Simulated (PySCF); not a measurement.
# C₃H₆F₂: electronic excitations and core binding energies

What electronic excitations and core binding energies should C₃H₆F₂ (`C[C@H](F)CF`) show?

Computed with PySCF 2.14.0, with density-fitted response routines of our own, on a single molecule in the gas phase. Atoms are numbered from 0 throughout.

### 1 Starting geometry

11 atoms, charge 0, multiplicity 1; geometry from: GFN2-xTB.

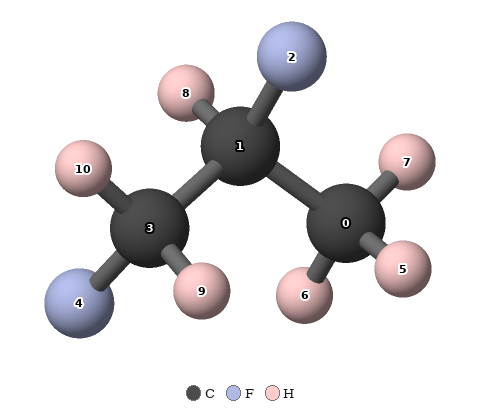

As it starts; carbon dark grey, fluorine light blue, hydrogen pink, atoms numbered.

### 2 TDDFT and polarisability: CAM-B3LYP/def2-SVPD

The job: settings as JSON, then the geometry in Å.

```
{"job": {"kind": "uv", "xc": "CAM-B3LYP", "basis": "def2-SVPD", "nstates": 8, "ntriplets": 3}, "charge": 0, "multiplicity": 1}
C      1.243194    -0.371045    -0.066650
C      0.068529     0.588605    -0.136143
F      0.234198     1.598787     0.792065
C     -1.266510    -0.093272     0.170328
F     -1.593848    -0.937426    -0.856665
H      1.325956    -0.785409     0.935530
H      1.087197    -1.177432    -0.777604
H      2.167052     0.147079    -0.308933
H      0.012866     1.078789    -1.117147
H     -1.205851    -0.693781     1.083531
H     -2.067358     0.647775     0.255725
```

With the program's defaults for keys left out, this is: TDDFT CAM-B3LYP/def2-SVPD, vertical, gas phase, core orbitals frozen in the response.

What it wrote:

```text
coarse grid: 9152 points
cycle   1  E = -317.1639629953  dE =  4.488e-01  |g| = 6.151e-01  |ddm| = 3.970e+00
cycle   2  E = -317.1393410478  dE =  2.462e-02  |g| = 7.703e-01  |ddm| = 1.126e+00
cycle   3  E = -317.2321833074  dE = -9.284e-02  |g| = 4.766e-02  |ddm| = 5.584e-01
cycle   4  E = -317.2325402514  dE = -3.569e-04  |g| = 1.843e-02  |ddm| = 7.397e-02
cycle   5  E = -317.2326152641  dE = -7.501e-05  |g| = 4.690e-03  |ddm| = 2.721e-02
cycle   6  E = -317.2326202794  dE = -5.015e-06  |g| = 1.094e-03  |ddm| = 7.032e-03
final grid: 89064 points
cycle   7  E = -317.2804597775  dE = -2.496e-05  |g| = 4.832e-03  |ddm| = 4.599e-02
cycle   8  E = -317.2804582383  dE =  1.539e-06  |g| = 5.950e-03  |ddm| = 1.016e-02
cycle   9  E = -317.2804641988  dE = -5.961e-06  |g| = 3.802e-04  |ddm| = 4.356e-03
cycle  10  E = -317.2804642258  dE = -2.695e-08  |g| = 1.329e-04  |ddm| = 5.399e-04
cycle  11  E = -317.2804642298  dE = -4.069e-09  |g| = 1.706e-05  |ddm| = 2.051e-04
cycle  12  E = -317.2804642299  dE = -5.400e-11  |g| = 9.386e-06  |ddm| = 2.982e-05
converged SCF energy = -317.2804642299

Static polarisability (au): isotropic 40.227, principal 37.844 40.038 42.800

Singlet excitations
state   eV       nm        f      main configurations
  1   9.0847    136.5   0.00966   H->L+1 0.68, H->L+3 0.11, H->L 0.08
  2   9.2433    134.1   0.01734   H->L 0.73
  3   9.3170    133.1   0.00849   H-1->L+1 0.48, H-1->L 0.12, H->L 0.10
  4   9.4064    131.8   0.01419   H-1->L 0.62, H-1->L+1 0.15, H-2->L+1 0.09
  5  10.0185    123.8   0.01755   H->L+3 0.33, H-2->L 0.18, H-1->L+2 0.12
  6  10.0404    123.5   0.03092   H->L+2 0.51, H->L+3 0.18, H-2->L 0.10
  7  10.1068    122.7   0.00528   H->L+2 0.29, H->L+3 0.29, H->L+1 0.12
  8  10.1782    121.8   0.05271   H-1->L+3 0.34, H-2->L+1 0.17, H-2->L 0.15

Triplet excitations (Tamm-Dancoff, eV): 8.6279 8.8972 9.0365
```

It took 18 s on 1 thread, shared host.

Frontier orbitals and where they lie:

| orbital | eV | atoms |
| --- | --- | --- |
| HOMO−3 | -12.76 | C0 35 %, H6 19 %, F2 16 % |
| HOMO−2 | -11.85 | F4 36 %, F2 20 %, C3 14 % |
| HOMO−1 | -11.12 | F2 19 %, C1 19 %, C0 14 % |
| HOMO | -10.90 | F2 20 %, C3 20 %, C1 20 % |
| LUMO | 1.42 | C0 22 %, C3 18 %, C1 11 % |
| LUMO+1 | 1.89 | F4 15 %, C3 15 %, F2 13 % |
| LUMO+2 | 2.12 | C0 14 %, H5 12 %, H10 12 % |

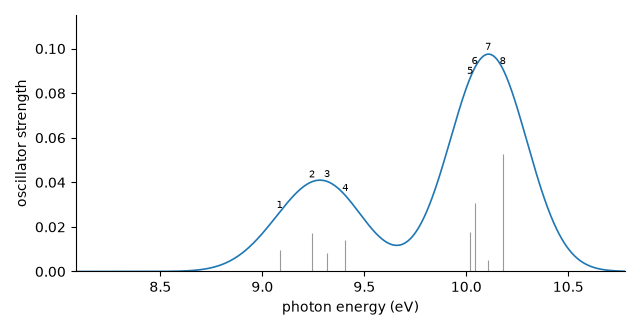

Absorption spectrum from the 8 singlet states computed; above the last one it falls off for lack of states. Lines are broadened to a width of 0.40 eV (Gaussian).

Ground-state properties from the same run:

| property | computed |
| --- | --- |
| dipole moment (D) | 0.60 |
| polarisability (Å³) | 5.96 |
| HOMO–LUMO gap (eV) | 12.32 |
| −ε(HOMO) (eV) | 10.90 |

### 3 Core-electron binding energies: SCAN, X2C

Same as in step 2 but for these lines:

```diff
@@ -1,2 +1,2 @@
-{"job": {"kind": "uv", "xc": "CAM-B3LYP", "basis": "def2-SVPD", "nstates": 8, "ntriplets": 3}, "charge": 0, "multiplicity": 1}
+{"job": {"kind": "xps"}, "charge": 0, "multiplicity": 1}
 C      1.243194    -0.371045    -0.066650
```

Level: delta-SCF UKS SCAN, pcX-2 on the ionised atom, pcseg-1 elsewhere, spin-free X2C.

What it wrote:

```text
ground state, core basis on atom 0 (C), 131 functions
  cycle   1  E = -317.61015778  |g| = 5.98e-01
  cycle   2  E = -317.53536628  |g| = 9.09e-01
  cycle   3  E = -317.67167318  |g| = 1.00e-01
  cycle   4  E = -317.67348291  |g| = 3.80e-02
  cycle   5  E = -317.67380648  |g| = 5.53e-03
  cycle   6  E = -317.67381089  |g| = 3.28e-03
  cycle   7  E = -317.67381441  |g| = 8.59e-04
  cycle   8  E = -317.67381402  |g| = 3.37e-04
  E(ground) = -317.67240912 Eh
hole in C 1s of atom 0
  cycle   1  E = -306.42687960  |g| = 1.50e+00
  cycle   2  E = -305.91474141  |g| = 1.72e+00
  cycle   3  E = -306.93231940  |g| = 3.49e-01
  cycle   4  E = -306.95930848  |g| = 2.33e-01
  cycle   5  E = -306.97593424  |g| = 4.39e-02
  cycle   6  E = -306.97649417  |g| = 1.25e-02
  cycle   7  E = -306.97655730  |g| = 5.17e-03
  cycle   8  E = -306.97657036  |g| = 1.78e-03
  cycle   9  E = -306.97657204  |g| = 1.13e-03
  cycle  10  E = -306.97657363  |g| = 3.86e-04
  E(ion) = -306.97430930 Eh   <S^2> = 0.7666   hole on atom = 1.000   binding energy = 291.110 eV
ground state, core basis on atom 1 (C), 131 functions
  cycle   1  E = -317.67915704  |g| = 6.00e-02
  cycle   2  E = -317.67910968  |g| = 2.73e-02
  cycle   3  E = -317.67915473  |g| = 2.45e-02
  cycle   4  E = -317.67927397  |g| = 5.04e-03
  cycle   5  E = -317.67927825  |g| = 6.23e-04
  cycle   6  E = -317.67927687  |g| = 8.08e-05
  E(ground) = -317.67757385 Eh
hole in C 1s of atom 1
  cycle   1  E = -306.34705638  |g| = 1.50e+00
  cycle   2  E = -304.45667677  |g| = 2.42e+00
  cycle   3  E = -306.70562952  |g| = 7.24e-01
  cycle   4  E = -306.84829010  |g| = 3.85e-01
  cycle   5  E = -306.89263899  |g| = 1.17e-01
  cycle   6  E = -306.89666724  |g| = 4.42e-02
  cycle   7  E = -306.89731454  |g| = 1.40e-02
  cycle   8  E = -306.89738870  |g| = 6.94e-03
  cycle   9  E = -306.89741875  |g| = 2.30e-03
  cycle  10  E = -306.89742395  |g| = 8.38e-04
  cycle  11  E = -306.89742425  |g| = 3.57e-04
  E(ion) = -306.89611133 Eh   <S^2> = 0.7725   hole on atom = 1.000   binding energy = 293.379 eV
ground state, core basis on atom 2 (F), 131 functions
  cycle   1  E = -317.71869266  |g| = 1.16e-01
  cycle   2  E = -317.71841105  |g| = 5.55e-02
  cycle   3  E = -317.71831060  |g| = 6.27e-02
  cycle   4  E = -317.71884531  |g| = 4.03e-03
  cycle   5  E = -317.71885043  |g| = 2.90e-04
  E(ground) = -317.71960427 Eh
hole in F 1s of atom 2
  cycle   1  E = -291.37223669  |g| = 2.58e+00
  cycle   2  E = -291.16968240  |g| = 2.21e+00
  cycle   3  E = -292.17474115  |g| = 4.92e-01
  cycle   4  E = -292.20806727  |g| = 3.86e-01
  cycle   5  E = -292.25913081  |g| = 6.43e-02
  cycle   6  E = -292.26026209  |g| = 2.67e-02
  cycle   7  E = -292.26058570  |g| = 3.79e-03
  cycle   8  E = -292.26059147  |g| = 1.20e-03
  cycle   9  E = -292.26059282  |g| = 4.27e-04
  E(ion) = -292.26698219 Eh   <S^2> = 0.7569   hole on atom = 1.000   binding energy = 692.601 eV
ground state, core basis on atom 3 (C), 131 functions
  cycle   1  E = -317.67727866  |g| = 7.65e-02
  cycle   2  E = -317.67654666  |g| = 8.63e-02
  cycle   3  E = -317.67761109  |g| = 2.42e-02
  cycle   4  E = -317.67770353  |g| = 4.56e-03
  cycle   5  E = -317.67770901  |g| = 5.25e-04
  cycle   6  E = -317.67770799  |g| = 5.94e-05
  E(ground) = -317.67619027 Eh
hole in C 1s of atom 3
  cycle   1  E = -306.35210837  |g| = 1.50e+00
  cycle   2  E = -304.53040623  |g| = 2.37e+00
  cycle   3  E = -306.71921573  |g| = 6.83e-01
  cycle   4  E = -306.84021887  |g| = 4.08e-01
  cycle   5  E = -306.89095005  |g| = 1.07e-01
  cycle   6  E = -306.89446806  |g| = 3.50e-02
  cycle   7  E = -306.89499006  |g| = 8.66e-03
  cycle   8  E = -306.89502380  |g| = 5.82e-03
  cycle   9  E = -306.89503941  |g| = 2.54e-03
  cycle  10  E = -306.89504496  |g| = 8.60e-04
  cycle  11  E = -306.89504525  |g| = 2.61e-04
  E(ion) = -306.89424041 Eh   <S^2> = 0.7713   hole on atom = 1.000   binding energy = 293.392 eV
ground state, core basis on atom 4 (F), 131 functions
  cycle   1  E = -317.71894361  |g| = 1.17e-01
  cycle   2  E = -317.71867478  |g| = 5.62e-02
  cycle   3  E = -317.71862354  |g| = 6.08e-02
  cycle   4  E = -317.71911432  |g| = 4.85e-03
  cycle   5  E = -317.71912030  |g| = 3.16e-04
  E(ground) = -317.71942230 Eh
hole in F 1s of atom 4
  cycle   1  E = -291.36928727  |g| = 2.58e+00
  cycle   2  E = -291.05784295  |g| = 2.27e+00
  cycle   3  E = -292.10129076  |g| = 6.49e-01
  cycle   4  E = -292.18063308  |g| = 4.58e-01
  cycle   5  E = -292.24747318  |g| = 7.54e-02
  cycle   6  E = -292.24910867  |g| = 3.20e-02
  cycle   7  E = -292.24959006  |g| = 3.74e-03
  cycle   8  E = -292.24959638  |g| = 8.39e-04
  cycle   9  E = -292.24959639  |g| = 2.29e-04
  E(ion) = -292.25639021 Eh   <S^2> = 0.7568   hole on atom = 1.000   binding energy = 692.884 eV
```

Wall time 30 s (1 thread, shared host).

The holes in one table. −ε is the ground-state orbital energy:

| hole | stands for | environment | ΔSCF (eV) | −ε (eV) | ⟨S²⟩ |
| --- | --- | --- | --- | --- | --- |
| C1s on C0 | C0 | methyl carbon | 291.11 | 273.7 | 0.767 |
| C1s on C1 | C1 | sp3 CH bonded to F | 293.38 | 276.0 | 0.772 |
| F1s on F2 | F2 | fluorine on an sp3 carbon | 692.60 | 666.5 | 0.757 |
| C1s on C3 | C3 | sp3 CH2 bonded to F | 293.39 | 275.8 | 0.771 |
| F1s on F4 | F4 | fluorine on an sp3 carbon | 692.88 | 666.6 | 0.757 |

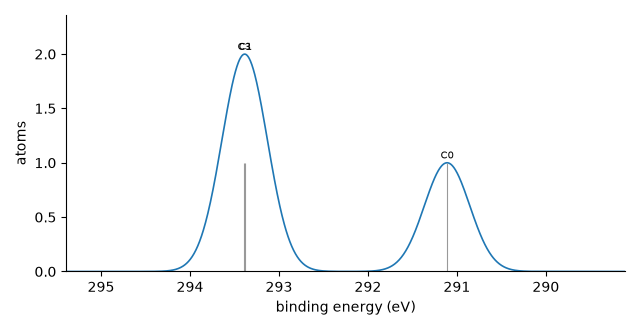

The C1s photoelectron lines, weighted by the number of atoms. Lines are broadened to a width of 0.60 eV (Gaussian).

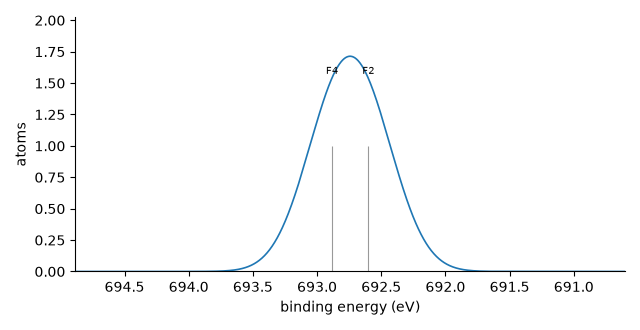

The F1s photoelectron lines, weighted by the number of atoms. Lines are broadened to a width of 0.60 eV (Gaussian).

### 4 Summary of results

| quantity | value |
| --- | --- |
| lowest singlet (CAM-B3LYP/def2-SVPD) | 9.08 eV (136 nm), f = 0.010 |
| brightest single state of those computed | state 8, 10.18 eV, f = 0.053 |
| lowest triplet | 8.63 eV |
| C1s binding energies, SCAN/pcX-2 | C3 293.39, C1 293.38, C0 291.11 eV |
| F1s binding energies, SCAN/pcX-2 | F4 692.88, F2 692.60 eV |

**Reading.** The first singlet state (HOMO→LUMO+1 0.68, HOMO→LUMO+3 0.11) lies at 9.08 eV and is weak; of the 8 states computed, the strongest absorption comes from state 8 at 10.18 eV (the last computed, so partners may be missing). The lowest triplet lies 0.46 eV below the lowest singlet (triplets in Tamm-Dancoff, singlets in full TDDFT). C3 (sp3 CH2 bonded to F) binds its C1s electron 2.28 eV more tightly than C0 (methyl carbon). F4 (fluorine on an sp3 carbon) binds its F1s electron 0.28 eV more tightly than F2 (fluorine on an sp3 carbon).
